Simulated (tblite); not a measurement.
Run report: C₆H₁₀GeO, geometry relaxation (part 3 of 3)

C₆H₁₀GeO; GFN2-xTB geometry optimisation, gas phase (tblite 0.8.0). It belongs to a series of runs on one base structure; here: H on Ge replaced by vinyl.

Geometry of the input (Å):
```
C  2.6185  0.5293  0.3687
C  2.4005  -0.3826  -0.5827
Ge 0.6520  -1.0878  -0.8966
C  -0.5865  0.3264  -1.2407
C  -1.3887  0.2693  0.0226
C  -2.3793  1.1488  0.2284
C  -1.0409  -0.7817  1.0462
O  -0.0569  -1.7082  0.6233
H  1.7911  0.9026  0.9708
H  3.6046  0.9165  0.5496
H  3.2349  -0.7538  -1.1671
H  0.6224  -2.1574  -2.0188
H  -0.0627  1.2914  -1.3276
H  -1.2088  0.0908  -2.1223
H  -2.9557  1.1263  1.1515
H  -2.6158  1.9099  -0.4955
H  -1.9609  -1.3456  1.3149
H  -0.6764  -0.2878  1.9704
```

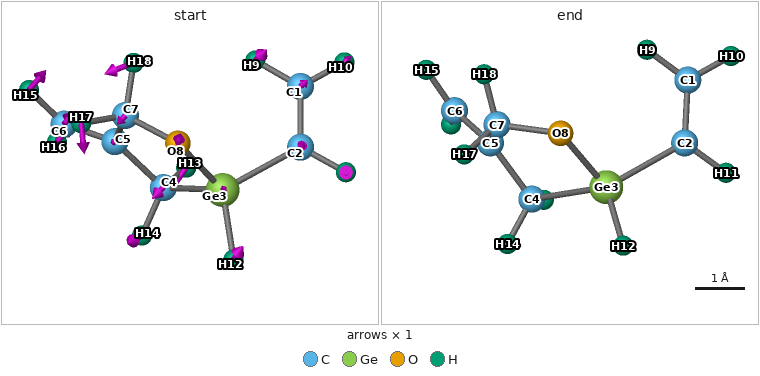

**Figure 1.** Before (left) and after (right) the relaxation, at one scale (ball-and-stick view, seen on its broad side). The pink arrows give the displacements, at true length. The atom that moves furthest after the best rigid fit is H13 (0.82 Å). By element the largest moves are H 0.82 Å, C 0.39 Å, O 0.31 Å, Ge 0.12 Å. Distances before and after: Ge3–C4 1.911 → 2.002 Å, C2–Ge3 1.911 → 1.967 Å, Ge3–H12 1.551 → 1.526 Å, C7–H18 1.109 → 1.094 Å. Among the angles that change: C2–Ge3–C4 110.5° → 120.6°, C4–Ge3–O8 98.8° → 91.2°, C4–C5–C7 118.4° → 112.0°. The energy falls by 0.377 eV in 143 geometry steps. The largest force component goes from 1.6 to 0.008 eV/Å. (Atoms are counted from 1 in the order of the input.)
